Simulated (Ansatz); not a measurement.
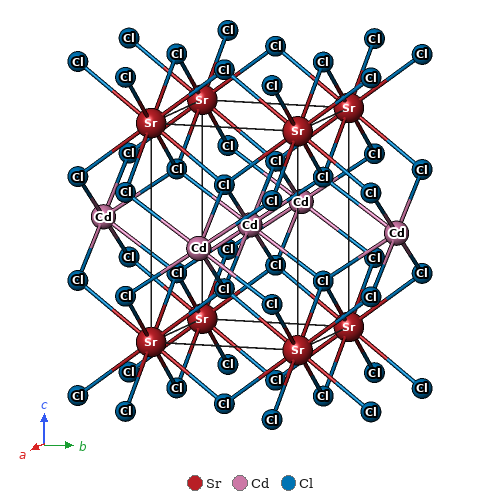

The compound is SrCdCl4 (space group P4/mmm, No. 123), taken as coordinates from a relaxation with Ansatz, DFT PBE, scalar-relativistic, plane waves, PAW; the starting structure was generated, so it need not be a known form of this composition.

Bonds are taken as Cd–Cl below 3.3 Å and Cl–Sr below 3.4 Å; no other contact counts. Simplification: prune 0- and 1-connected atoms, fold 2-connected ones into links.

What kind of net remains, and which atoms are its nodes?

A binodal (4,8)-connected, three-periodic net: Cl is a 4-connected node; Sr and Cd are 8-connected nodes, in the ratio 2:1.

Which named net is it?

It is the flu net, known from fluorite.

Is the net interpenetrated?

It is a single net, without interpenetration.

Give the first four terms of the coordination sequence (nodes one, two, three … edges away).

Cl: 4, 22, 24, 82; Sr and Cd: 8, 12, 48, 42.

The simplified net, drawn on the atoms' positions. Nodes are coloured by element. Short stubs are edges that leave the cut-out.

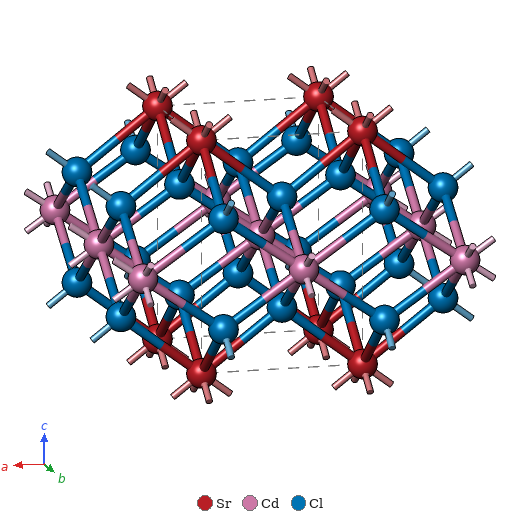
